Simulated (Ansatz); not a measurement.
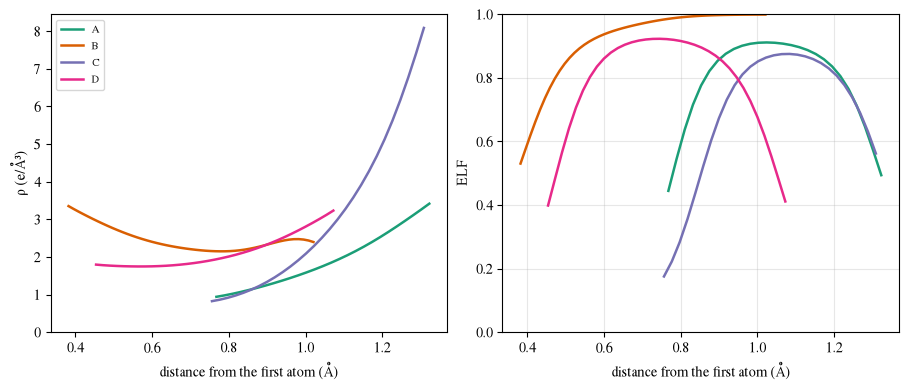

Figure 1: CH$_{6}$F$_{2}$N$_{2}$Si (SMILES CN[Si](N)(F)F). Total electron density and electron localisation function along straight lines between neighbouring atoms. The curves leave out the atomic cores.

Level of theory: Ansatz, RKS PBE-D4/def2-SVP.

```xyz
12

C     0.9409    0.4825    1.7130
N     0.4187   -0.4420    0.7193
Si   -0.7219   -0.0851   -0.4986
N    -0.5202   -1.1622   -1.8092
F    -0.5376    1.5131   -0.8017
F    -2.3024   -0.2096   -0.0972
H     2.0435    0.3874    1.8248
H     0.4868    0.3512    2.7221
H     0.7341    1.5205    1.3874
H     0.6029   -1.4294    0.9078
H    -1.3007   -1.3559   -2.4389
H     0.3819   -1.2490   -2.2785
```

> Which curve belongs to which contact (C–N, N–H, Si–F and Si–N)? The first atom named is at distance zero.

Curve A: Si–N (1.71 Å): the density is about 1.1 e/Å³ at the midpoint; the ELF peaks at about 0.90 between the atoms, as expected for a polar covalent bond. Curve B: N–H (1.02 Å): ρ is about 2.7 e/Å³ halfway; the ELF climbs to about 1 towards the hydrogen, as it does in any bond to H; a covalent bond by its length. Curve C: Si–F (1.64 Å): ρ is about 0.97 e/Å³ halfway; the ELF peaks at about 0.90 in the valence shell of F, 0.6 Å from its nucleus, and is about 0.35 at the midpoint. Curve D: C–N (1.45 Å): the density is about 1.9 e/Å³ at the midpoint; the ELF peaks at about 0.90 between the atoms, as expected for a covalent bond.
